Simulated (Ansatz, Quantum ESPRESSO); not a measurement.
# Predicting the next point of a tunnelling series: vacuum gaps between two Pb(100) faces

How the rows were computed: Quantum ESPRESSO 7.5 (pw.x, pwcond.x), LDA, GBRV ultrasoft; geometry as built. T is the transmission per spin at the Fermi level, averaged over the mesh across the current, in a cell of 12.65 Å². The series steps the width of the vacuum gap.

```
width (Å)        T
        5    0.182
        6   0.0366
        7  0.00587
        8  0.00083
```

To predict: What is T at 9 Å?

**Fit.** In the tunnelling regime ln T falls linearly. The last two rows give a slope of ln(0.00587/0.00083)/(8 − 7) = 1.956 per Å, so T(9) ≈ 0.00083 × exp(−1.956 × 1) = 0.000117.

**The withheld run.** T = 0.000108; the estimate is 1.08 times that. The slope over the last interval is 2.038: the same within 8 %. Points of the mesh with over 2.5 times the mean carry 61 % of this T, so the value leans on the mesh. A second code, Ansatz 0.2.0, gives 0.00011.

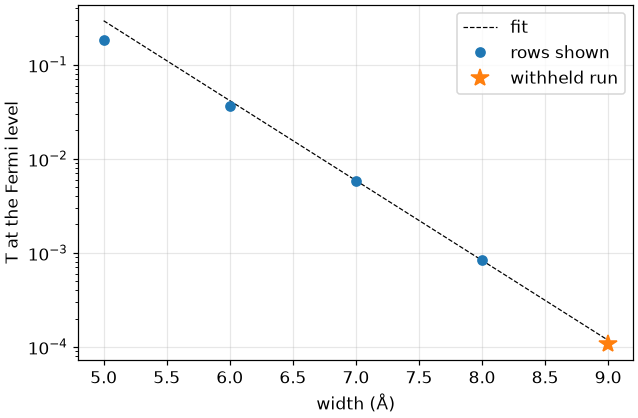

The rows shown, the fit and the withheld run.

**Limits.** Short leads, unrelaxed atoms, a barrier without the image potential and an untested mesh.

[Logs are printed without paths, hosts, clocks, repeated set-up lines and the standing remarks that a program may print on its own settings, such as how far it seeks lower states.]
